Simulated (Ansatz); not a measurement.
**Stretching the linear Zn chain**

Wanted: energy, moment and open channels of the linear Zn chain from 12 % compression to 30 % stretch.

Main program and level: Ansatz 0.2.0; DFT PBEsol, plane waves, PAW; relaxation of a chain's period, in the first sound run; inputs show where later runs differ.

### 1. The structure

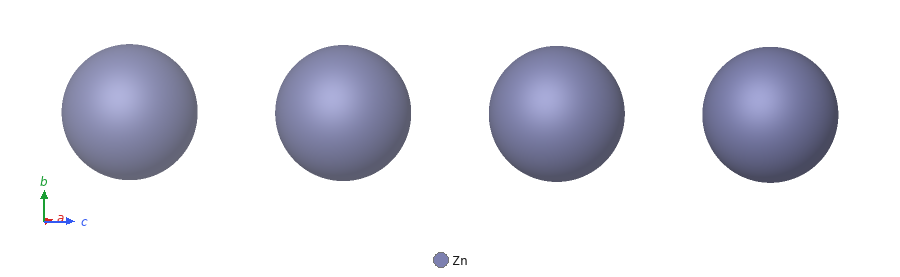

The starting structure, seen from the side, with the c axis across the page (zinc blue). 1×1×3 cells are drawn. Some periodic images of atoms are drawn too.

The cell holds 1 atom: 1 Zn. Cell: a = 7.500 Å, b = 7.500 Å, c = 2.269 Å, α = 90.0°, β = 90.0°, γ = 90.0°. Vacuum lies along a and b. The structure's axis is c.

Coordinates:

```cif
data_structure
_symmetry_space_group_name_H-M 'P 1'
_symmetry_Int_Tables_number 1
_cell_length_a 7.5000
_cell_length_b 7.5000
_cell_length_c 2.2692
_cell_angle_alpha 90.000
_cell_angle_beta 90.000
_cell_angle_gamma 90.000
_cell_volume 127.64
loop_
_atom_site_label
_atom_site_type_symbol
_atom_site_fract_x
_atom_site_fract_y
_atom_site_fract_z
_atom_site_occupancy
Zn1 Zn 0.50000 0.50000 0.00000 1
```

### 2. Relaxation of atoms and period

Band widths follow the bond lengths, so the chain is relaxed first. The atoms and the third cell vector are free; the box across stays fixed as vacuum. Moments are seeded so that a magnetic state can form if it lies lower. A Fermi-Dirac smearing is set since the result may be a metal. The pressure printed is a third of the stress's trace over the whole box, vacuum included; only the stress along the axis is relaxed.

Input file input.yaml:

```yaml
crystal:
  lattice:
    - [7.5, 0.0, 0.0]
    - [0.0, 7.5, 0.0]
    - [0.0, 0.0, 2.2692]
  atoms:
    - { symbol: Zn, position: [0.5, 0.5, 0.0], spin: 0.5 }
magnetization:
  spin_polarized: true
kpoints:
  mp_grid: { grid: [1, 1, 36] }
scf:
  occupations: { method: fermi_dirac, width: 0.05 }
hamiltonian:
  xc: pbesol
relax:
  cell: { fix: [a, b, alpha, beta, gamma] }
  max_steps: 60
```

The run is started by

```bash
$ ansatz run input.yaml --threads 4 --pin off --max-ram 8192MiB --backend cpu --events-out ev --progress --plain --runs-dir out
```

Numbers of over 12 decimals in the logs are rounded to 6 here.

Output:

```text
Engine: ansatz 0.2.0, aarch64-unknown-linux-gnu
Pseudopotentials: kind: paw
Pseudopotential: Zn, paw, valence charge 12, recommended cutoff 420 eV (normal), Zn.paw.azcp
Functional definition: PBEsol
  exchange = pbesol_x
  correlation = pbesol_c
Crystal: 1 atoms, lattice volume = 127.643 Å³
Basis set: ecut = 420 eV, 2511 PW (Γ), exchange–correlation on 108×108×32 points (8 copies of the dense FFT grid, shifted against one another)
Bands: 11, of which v1, the nominal top of the filled ones, is band 6 counted from 1 (5 counted from 0)
Symmetry: 16 space group operations
Space group: P4/mmm (ITA 123), of the structure as read, at distance tolerance 5.0e-5 Å
Magnetic group: BNS 123.339 (UNI 999), of the structure as read, at distance tolerance 5.0e-5 Å
k-points: 19 of 36
Non-local potential: Zn, projectors of the file, l = 0: 2, l = 1: 2, l = 2: 3, l = 3: 1
PAW form: soft (Blöchl's): semilocal exchange-correlation on the pseudo side does not see the compensation charge
PAW frozen core: Zn, regenerated for the run's functional, and the local potential with it (the file was generated under x = pbe(κ = 0.804, μ = 0.219515), c = pbe(β = 0.066725))
PAW one-centre angular grid: Zn, 590 points (default); XC on 64 Gauss nodes
Initial density: superposition of atomic densities (neutral atoms: chi_scale 0, normalization atom)
Starting moments: Σ|m| = 0.5 μB on 1 of 1 site
Initial wavefunctions: pseudopotential atomic-orbital guess
Functional: x = pbesol(κ = 0.804, μ = 0.123457), c = pbesol(β = 0.046)
iter 1 solved again at ethr=2.27e-3 eV; its pass at ethr=3.10e-3 eV (dr2=2.73e-1 eV) is discarded
SCF iter   1: F=—  HF=-3279.530727 eV  |F-HF|=—  |Δ(HF+E_count)|=         —  Δρ=2.55e-2 (↑2.55e-2 ↓1.59e-2)  dr2=2.79e-1  dr2_m=4.52e-1  M=0.107 μB ∫|m|=0.107 μB  β_m=0.30  ethr=2.27e-3  ⟨swp⟩=1.0  Hψ=3369  notcnv=0
preconditioner: auto → LDOS  [metal: Δε(μ)=0.161 eV  Ē_g=11.332 eV  σ=0.050 eV  W_gap=0.46  n_scr=12 (ndim 8)  ℏωp=11.4 eV  f_vac=0.694  D(μ)=1.56/eV (n_scr^D=8)]
spin=Collinear: LDOS preconditioning applied to the charge; magnetization (m = ρ↑ − ρ↓) channel mixes plain (no charge-response kernel on spin).
SCF iter   2: F=—  HF=-3279.507429 eV  |F-HF|=—  |Δ(HF+E_count)|=   2.33e-2  Δρ=1.60e-2 (↑1.60e-2 ↓1.37e-2)  dr2=1.42e-1  dr2_m=2.31e-1  M=0.105 μB ∫|m|=0.105 μB  β_m=0.30  ethr=2.27e-3  ⟨swp⟩=2.9  Hψ=722  notcnv=0
SCF iter   3: F=—  HF=-3279.489795 eV  |F-HF|=—  |Δ(HF+E_count)|=   1.76e-2  Δρ=1.07e-2 (↑1.07e-2 ↓1.02e-2)  dr2=4.62e-2  dr2_m=1.17e-1  M=0.117 μB ∫|m|=0.117 μB  β_m=0.30  ethr=1.19e-3  ⟨swp⟩=2.0  Hψ=773  notcnv=0  defer=7
SCF iter   4: F=—  HF=-3279.487538 eV  |F-HF|=—  |Δ(HF+E_count)|=   2.26e-3  Δρ=7.74e-3 (↑7.05e-3 ↓7.74e-3)  dr2=5.34e-3  dr2_m=6.02e-2  M=0.114 μB ∫|m|=0.114 μB  β_m=0.30  ethr=3.85e-4  ⟨swp⟩=2.0  Hψ=572  notcnv=0  defer=20
SCF iter   5: F=—  HF=-3279.498162 eV  |F-HF|=—  |Δ(HF+E_count)|=   1.06e-2  Δρ=5.21e-3 (↑5.21e-3 ↓5.05e-3)  dr2=3.09e-4  dr2_m=3.08e-2  M=0.115 μB ∫|m|=0.115 μB  β_m=0.30  ethr=4.45e-5  ⟨swp⟩=2.6  Hψ=718  notcnv=0  defer=20
SCF iter   6: F=—  HF=-3279.499804 eV  |F-HF|=—  |Δ(HF+E_count)|=   1.64e-3  Δρ=3.73e-3 (↑3.73e-3 ↓3.62e-3)  dr2=1.60e-4  dr2_m=1.57e-2  M=0.119 μB ∫|m|=0.119 μB  β_m=0.30  ethr=2.58e-6  ⟨swp⟩=2.2  Hψ=672  notcnv=0  defer=20
SCF iter   7: F=—  HF=-3279.500841 eV  |F-HF|=—  |Δ(HF+E_count)|=   1.04e-3  Δρ=2.63e-3 (↑2.63e-3 ↓2.63e-3)  dr2=1.54e-5  dr2_m=8.08e-3  M=0.122 μB ∫|m|=0.123 μB  β_m=0.30  ethr=1.34e-6  ⟨swp⟩=2.7  Hψ=752  notcnv=0  defer=20
SCF iter   8: F=—  HF=-3279.501331 eV  |F-HF|=—  |Δ(HF+E_count)|=   4.90e-4  Δρ=1.90e-3 (↑1.87e-3 ↓1.90e-3)  dr2=1.57e-6  dr2_m=4.16e-3  M=0.126 μB ∫|m|=0.128 μB  β_m=0.30  ethr=1.28e-7  ⟨swp⟩=2.0  Hψ=644  notcnv=0  defer=20
Mixer restart at iter 8: flushing history
spin-set hold released at iteration 8 (site moments contracting): the magnetisation degrees of freedom join the quasi-Newton model from the next iteration; the mixer history was flushed
SCF iter   9: F=—  HF=-3279.501619 eV  |F-HF|=—  |Δ(HF+E_count)|=   2.88e-4  Δρ=1.37e-3 (↑1.35e-3 ↓1.37e-3)  dr2=1.29e-6  dr2_m=2.15e-3  M=0.130 μB ∫|m|=0.132 μB  β_m=0.65  ethr=1.31e-8  ⟨swp⟩=2.2  Hψ=663  notcnv=0  defer=20
SCF iter  10: F=—  HF=-3279.502094 eV  |F-HF|=—  |Δ(HF+E_count)|=   4.75e-4  Δρ=7.25e-5 (↑7.07e-5 ↓7.25e-5)  dr2=1.38e-6  dr2_m=5.78e-6  M=0.143 μB ∫|m|=0.149 μB  β_m=0.82  ethr=1.08e-8  ⟨swp⟩=3.4  Hψ=976  notcnv=0  defer=20
SCF iter  11: F=—  HF=-3279.502132 eV  |F-HF|=—  |Δ(HF+E_count)|=   3.86e-5  Δρ=4.42e-5 (↑4.42e-5 ↓4.20e-5)  dr2=7.37e-7  dr2_m=2.09e-6  M=0.147 μB ∫|m|=0.153 μB  β_m=0.91  ethr=1.08e-8  ⟨swp⟩=2.1  Hψ=688  notcnv=0  defer=20
SCF iter  12: F=—  HF=-3279.502154 eV  |F-HF|=—  |Δ(HF+E_count)|=   2.15e-5  Δρ=2.72e-5 (↑2.15e-5 ↓2.72e-5)  dr2=1.63e-6  dr2_m=1.16e-8  M=0.151 μB ∫|m|=0.157 μB  β_m=0.67  ethr=6.14e-9  ⟨swp⟩=2.6  Hψ=670  notcnv=0  defer=20
SCF iter  13: F=—  HF=-3279.502153 eV  |F-HF|=—  |Δ(HF+E_count)|=   8.32e-7  Δρ=4.56e-6 (↑4.56e-6 ↓2.78e-6)  dr2=9.02e-8  dr2_m=3.82e-9  M=0.151 μB ∫|m|=0.158 μB  β_m=0.74  ethr=8.33e-10  ⟨swp⟩=2.8  Hψ=1540  notcnv=0
SCF iter  14: F=—  HF=-3279.502153 eV  |F-HF|=—  |Δ(HF+E_count)|=  5.78e-10  Δρ=1.59e-6 (↑8.52e-7 ↓1.59e-6)  dr2=1.62e-8  dr2_m=5.61e-10  M=0.151 μB ∫|m|=0.158 μB  β_m=0.87  ethr=7.52e-10  ⟨swp⟩=3.5  Hψ=1065  notcnv=0
SCF iter  15: F=—  HF=-3279.502153 eV  |F-HF|=—  |Δ(HF+E_count)|=   1.12e-9  Δρ=5.29e-7 (↑5.29e-7 ↓3.21e-7)  dr2=4.49e-10  dr2_m=1.73e-10  M=0.151 μB ∫|m|=0.158 μB  β_m=0.93  ethr=1.35e-10  ⟨swp⟩=3.4  Hψ=1000  notcnv=0
SCF iter  16: F=-3279.502153 eV  HF=-3279.502153 eV  |F-HF|=5.68e-11  |Δ(HF+E_count)|=   1.98e-9  Δρ=8.49e-8 (↑8.49e-8 ↓7.25e-8)  dr2=7.18e-12  dr2_m=4.65e-12  M=0.151 μB ∫|m|=0.158 μB  ethr=3.74e-12  ⟨swp⟩=2.9  Hψ=841  notcnv=0
SCF 1 converged in 16 iterations: F = -3279.502153 eV  dr2 = 7.18e-12
  greatest PAW one-centre occupation: 0.986 electrons in one spin orbital (limit 2), on the Zn atom at site 0 (counted from 0), in its partial waves of l = 2
relax step   1: F+E_penalty+E_count = -3279.50215291 eV  Δ(F+E_penalty+E_count) = +0.000e0 eV  max|allowed force component| = 0.000e0 eV/Å  Δτ_max = 0.0000 Å  P = +1.098 GPa  Ω = 127.643 Å³  fix = [a, b, alpha, beta, gamma]  reactions: a -0.006, b -0.006 GPa  (16 SCF iters, dr2 threshold 1.00e-7 eV, accepted)
Crystal: 1 atoms, lattice volume = 130.986 Å³
Basis set: ecut = 420 eV, 2527 PW (Γ), exchange–correlation on 108×108×32 points (8 copies of the dense FFT grid, shifted against one another)
Initial density: handed on by an earlier stage of this run
[...]
relax step   5: F+E_penalty+E_count = -3279.61796595 eV  Δ(F+E_penalty+E_count) = -1.955e-4 eV  max|allowed force component| = 0.000e0 eV/Å  Δτ_max = 0.0000 Å  P = -0.042 GPa  Ω = 140.356 Å³  energy of the carried Pulay correction = -5.853e-4 eV  fix = [a, b, alpha, beta, gamma]  reactions: a -0.075, b -0.075 GPa  (8 SCF iters, dr2 threshold 3.14e-8 eV, accepted)
Basis set: ecut = 420 eV, 2745 PW (Γ), exchange–correlation on 108×108×36 points (8 copies of the dense FFT grid, shifted against one another)
Initial wavefunctions: pseudopotential atomic-orbital guess (no wavefunctions were taken with the density)
iter 1 solved again at ethr=3.20e-6 eV; its pass at ethr=3.10e-3 eV (dr2=3.84e-4 eV) is discarded
SCF iter   1: F=—  HF=-3279.610239 eV  |F-HF|=—  |Δ(HF+E_count)|=         —  Δρ=2.46e-4 (↑2.46e-4 ↓2.46e-4)  dr2=3.23e-5  dr2_m=1.55e-12  M=-0.000 μB ∫|m|=0.000 μB  β_m=0.30  ethr=3.20e-6  ⟨swp⟩=2.4  Hψ=3582  notcnv=0
preconditioner: auto → none  [insulator: Δε(μ)=0.347 eV  Ē_g=10.735 eV  σ=0.050 eV  W_gap=0.65  n_scr=12 (ndim 8)  ℏωp=10.9 eV  f_vac=0.709  D(μ)=0.92/eV (n_scr^D=4)  ε∞_Penn≈2.0]
SCF iter   2: F=—  HF=-3279.613762 eV  |F-HF|=—  |Δ(HF+E_count)|=   3.52e-3  Δρ=1.71e-4 (↑1.71e-4 ↓1.71e-4)  dr2=5.48e-6  dr2_m=1.54e-12  M=-0.000 μB ∫|m|=0.000 μB  β_m=0.36  ethr=2.69e-7  ⟨swp⟩=2.1  Hψ=656  notcnv=0
SCF iter   3: F=—  HF=-3279.616578 eV  |F-HF|=—  |Δ(HF+E_count)|=   2.82e-3  Δρ=9.64e-5 (↑9.64e-5 ↓9.64e-5)  dr2=4.59e-6  dr2_m=8.11e-13  M=-0.000 μB ∫|m|=0.000 μB  β_m=0.67  ethr=4.57e-8  ⟨swp⟩=2.1  Hψ=825  notcnv=0
SCF iter   4: F=—  HF=-3279.618341 eV  |F-HF|=—  |Δ(HF+E_count)|=   1.76e-3  Δρ=4.13e-5 (↑4.13e-5 ↓4.13e-5)  dr2=5.99e-6  dr2_m=5.60e-13  M=-0.000 μB ∫|m|=0.000 μB  β_m=0.58  ethr=3.83e-8  ⟨swp⟩=2.5  Hψ=857  notcnv=0
SCF iter   5: F=—  HF=-3279.618557 eV  |F-HF|=—  |Δ(HF+E_count)|=   2.16e-4  Δρ=1.28e-5 (↑1.28e-5 ↓1.28e-5)  dr2=1.57e-7  dr2_m=3.89e-13  M=-0.000 μB ∫|m|=0.000 μB  β_m=0.79  ethr=3.83e-8  ⟨swp⟩=2.0  Hψ=800  notcnv=0
SCF iter   6: F=—  HF=-3279.618616 eV  |F-HF|=—  |Δ(HF+E_count)|=   5.88e-5  Δρ=2.45e-6 (↑2.45e-6 ↓2.45e-6)  dr2=4.30e-8  dr2_m=6.27e-14  M=-0.000 μB ∫|m|=0.000 μB  β_m=0.78  ethr=1.31e-9  ⟨swp⟩=2.9  Hψ=852  notcnv=0
SCF iter   7: F=—  HF=-3279.618618 eV  |F-HF|=—  |Δ(HF+E_count)|=   2.21e-6  Δρ=3.45e-7 (↑3.45e-7 ↓3.42e-7)  dr2=9.59e-10  dr2_m=2.17e-14  M=-0.000 μB ∫|m|=0.000 μB  β_m=0.79  ethr=3.59e-10  ⟨swp⟩=2.1  Hψ=496  notcnv=0
SCF iter   8: F=—  HF=-3279.618954 eV  |F-HF|=—  |Δ(HF+E_count)|=   3.36e-4  Δρ=3.23e-6 (↑3.23e-6 ↓3.23e-6)  dr2=2.07e-7  dr2_m=1.18e-14  M=-0.000 μB ∫|m|=0.000 μB  β_m=0.79  ethr=7.99e-12  ⟨swp⟩=3.7  Hψ=1078  notcnv=0
SCF iter   9: F=—  HF=-3279.618954 eV  |F-HF|=—  |Δ(HF+E_count)|=   3.06e-9  Δρ=3.15e-6 (↑3.15e-6 ↓3.15e-6)  dr2=1.98e-7  dr2_m=1.21e-14  M=-0.000 μB ∫|m|=0.000 μB  β_m=0.56  ethr=7.99e-12  ⟨swp⟩=1.0  Hψ=418  notcnv=0
SCF iter  10: F=—  HF=-3279.618954 eV  |F-HF|=—  |Δ(HF+E_count)|=   2.22e-8  Δρ=2.48e-6 (↑2.48e-6 ↓2.48e-6)  dr2=1.23e-7  dr2_m=1.74e-14  M=-0.000 μB ∫|m|=0.000 μB  β_m=0.64  ethr=7.99e-12  ⟨swp⟩=2.1  Hψ=672  notcnv=0
SCF iter  11: F=—  HF=-3279.618954 eV  |F-HF|=—  |Δ(HF+E_count)|=   1.94e-8  Δρ=1.65e-6 (↑1.64e-6 ↓1.65e-6)  dr2=5.35e-8  dr2_m=2.06e-14  M=-0.000 μB ∫|m|=0.000 μB  β_m=0.82  ethr=7.99e-12  ⟨swp⟩=2.1  Hψ=670  notcnv=0
SCF iter  12: F=—  HF=-3279.618954 eV  |F-HF|=—  |Δ(HF+E_count)|=   1.34e-8  Δρ=5.72e-7 (↑5.69e-7 ↓5.72e-7)  dr2=6.41e-9  dr2_m=1.24e-14  M=-0.000 μB ∫|m|=0.000 μB  β_m=0.91  ethr=7.99e-12  ⟨swp⟩=2.4  Hψ=680  notcnv=0
SCF iter  13: F=—  HF=-3279.618954 eV  |F-HF|=—  |Δ(HF+E_count)|=   1.54e-9  Δρ=2.35e-7 (↑2.33e-7 ↓2.35e-7)  dr2=1.07e-9  dr2_m=4.34e-15  M=-0.000 μB ∫|m|=0.000 μB  β_m=0.95  ethr=7.99e-12  ⟨swp⟩=2.8  Hψ=584  notcnv=0
SCF iter  14: F=—  HF=-3279.618954 eV  |F-HF|=—  |Δ(HF+E_count)|=  3.00e-10  Δρ=4.56e-8 (↑4.47e-8 ↓4.56e-8)  dr2=4.07e-11  dr2_m=1.12e-15  M=-0.000 μB ∫|m|=0.000 μB  β_m=0.77  ethr=7.99e-12  ⟨swp⟩=2.1  Hψ=460  notcnv=0
SCF iter  15: F=-3279.618954 eV  HF=-3279.618954 eV  |F-HF|=3.64e-12  |Δ(HF+E_count)|=  4.09e-12  Δρ=2.29e-8 (↑2.21e-8 ↓2.29e-8)  dr2=9.26e-12  dr2_m=4.36e-16  M=-0.000 μB ∫|m|=0.000 μB  ethr=1.00e-12  ⟨swp⟩=3.9  Hψ=1571  notcnv=0
the starting moments were not kept: the SCF closed with an absolute magnetisation of 9.2e-8 μB, where they sum to 0.5 μB in size (1 site). That is at most 0.1 of that sum. Measured as dr2_m measures the in/out step, that magnetisation stands 6.9e-16 eV from none, at or under the dr2_threshold of 1.0e-11 eV: it is no larger than a step whose dr2_m would equal this threshold.
SCF 6 converged in 15 iterations: F = -3279.618954 eV  dr2 = 9.26e-12
relax step   6: F+E_penalty+E_count = -3279.61895424 eV  Δ(F+E_penalty+E_count) = -9.883e-4 eV  max|allowed force component| = 0.000e0 eV/Å  Δτ_max = 0.0000 Å  P = -0.034 GPa  Ω = 140.356 Å³  fix = [a, b, alpha, beta, gamma]  reactions: a -0.073, b -0.073 GPa  stress off target by 4.25e-2 GPa on what of the cell is left free  SCF on the basis re-selected at this cell (its energy is not comparable with the rows above)  (15 SCF iters)
basis re-selected at this cell: Δ(F+E_penalty+E_count) = -9.883e-4 eV, ΔP = +0.008 GPa vs the last step (what re-selecting the basis moved, of the pressure what is left beyond the Pulay correction that the steps carried, after the strain that the cell walked since its last selection, with what the two solves' SCF thresholds leave and, on support functions, any second-order correction that the steps lacked; it is no measure of the basis error at this ecutwfc). The dense FFT grid was sized anew with the basis: this SCF ran on 54×54×18 points, the steps before it on 54×54×16, so part of this shift can come from that change (see relax.cell in the input reference). [rest of the remark cut]
SCF converged after 15 iterations
Magnetization: -0.0000 μB (6.0000 up, 6.0000 down)
Absolute magnetization: 0.0000 μB (∫|ρ↑−ρ↓|, with the PAW one-centre terms)
Spin contamination: 0.0000 ħ² per cell (⟨S²⟩ above its minimum at these occupations)
Per-site moments (μB) at R_I (Å): [(-1.1299300946765509e-8, 1.029274)]
Free energy (F): -3279.618954 eV
Harris-Foulkes:  -3279.618954 eV  (|F-HF|=3.64e-12)
Internal energy: -3279.610824 eV  (E = F + TS)
E sigma→0 (E₀):  -3279.614889 eV
Entropy (-TS):   -0.008131 eV (-8.131 meV/atom)
Fermi energy:    -0.975634 eV
--- Per-component energies (eV) ---
  E_band       = -96.410404
  E_kinetic    = 130.016065
  E_local      = -3262.487483  (includes V_loc(G=0)·N_el)
  E_nonlocal   = 612.548644
  E_hartree    = 1432.626146
  E_xc         = -134.196373
  E_vxc        = -50.250843  (∫ρ·V_xc dr)
  E_paw        = -1788.059415  (= ΣΔE_a)
  E_vpaw       = -391.488860  (= ΣTr[D̂ρ^β])
  E_aug_tail   = -0.000358  (compensation charges beyond the density's cutoff)
  E_ewald      = -270.855403
  E_core_change = 0.797355  (= ΣΔE_core)
  E_smearing   = -0.008131  (= −TS)
  E_closure    = -0.000000  (closes the sum)
  Σ components = -3279.618954   (vs F -3279.618954, Δ=0.00e0)
--- Forces (eV/Å), atoms counted from 1 ---
  atom   1  Zn    -0.00000000    -0.00000000    -0.00000000
  max |Σ_I F_I| component: 5.05e-29 eV/Å
--- Stress (GPa, compression-positive) ---
       -0.072735       0.000000       0.000000
        0.000000      -0.072735      -0.000000
        0.000000      -0.000000       0.042521
  P = ⅓ Tr σ = -0.0343 GPa (-0.343 kbar)
--- Relaxed structure (5 steps of the walk, 5 accepted, 1 SCFs on fresh bases) ---
  F+E_penalty+E_count = -3279.61895424 eV   max|allowed force component| = 0.000e0 eV/Å   (the final SCF, on the basis selected at the relaxed cell)
  cell:  # Å, volume = 140.3556 Å³
    - [7.5, 0.0, 0.0]
    - [0.0, 7.5, 0.0]
    - [0.0, 0.0, 2.495211]
  atoms:
    - { symbol: Zn, position: [0.5, 0.5, 0.0] }
```

Elapsed: 9.7 s, on 4 threads of Arm Neoverse V1, shared host; peak memory 0.41 GiB.

Step by step:

```csv
step,energy less that of the first step (eV),largest force component (eV/Å),pressure (GPa),volume (Å³)
1,0.0000,0.0000,1.10,127.64
2,-0.0560,0.0000,0.70,130.99
3,-0.1097,0.0000,0.17,137.18
4,-0.1156,0.0000,-0.01,139.83
5,-0.1158,0.0000,-0.04,140.36
6*,-0.1168,0.0000,-0.03,140.36
```

Relaxation steps marked * repeat the geometry before them on a plane-wave basis chosen anew for their cell, so energy and pressure can jump there.

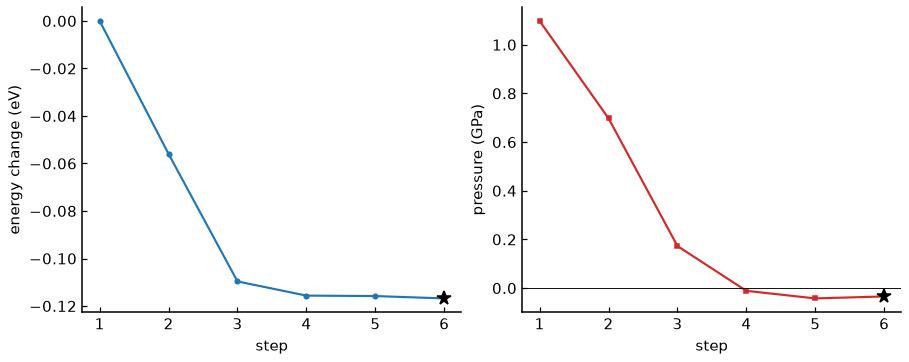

Energy and pressure along the relaxation. Stars mark steps on a basis chosen anew.

```csv
cell as run,before,after,change
c (Å),2.269,2.495,+10.0 %
```

Final coordinates:

```xyz
1
Lattice="7.5000 0.0000 0.0000 0.0000 7.5000 0.0000 0.0000 0.0000 2.4952" Properties=species:S:1:pos:R:3
Zn    3.7500    3.7500    0.0000
```

This step gave:

* energy at zero smearing: -3279.6149 eV
* cell length along the wire: 2.495 Å

The cell's length comes to 2.495 Å with no moment.

(Continued in part 2 of 3.)

[Logs are printed without paths, hosts, clocks, repeated set-up lines and the standing remarks that a program may print on its own settings, such as how far it seeks lower states.]

[Hosts, paths, dates, database ids (printed as entryN), source tags and the programs' standing remarks are cut or masked in the printed files.]
